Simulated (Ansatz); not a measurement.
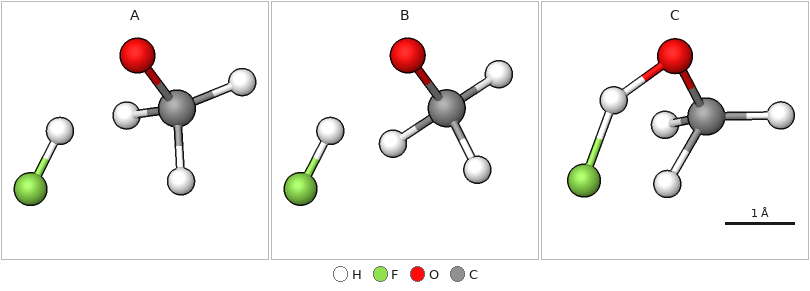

3 geometries from a converged minimum-energy path of CH4FO (multiplicity 2), shuffled. A ball-and-stick model, seen from a free direction.

Theory: UKS PBE-D4/def2-SVP in Ansatz. Run with 9 movable images; climbing image; force threshold 0.05 eV/Å; iteration limit 60; starting path through a guess of the saddle point.

> Which of them lies highest in energy?

C. In order along the path, whose images run from 0 to 10: B (image 1, 0.0 kcal/mol), A (image 3, 0.0 kcal/mol), C (image 7, +13.7 kcal/mol). Breaking: C–H (1.13 → 1.99 Å), F–H (0.96 → 1.99 Å). Forming: F–H (2.99 → 0.96 Å), H–O (1.68 → 0.98 Å).

Cost: 81 s on 2 threads of AMD EPYC 9R14 (Zen 4), with other jobs on the host, peak memory 0.15 GiB.
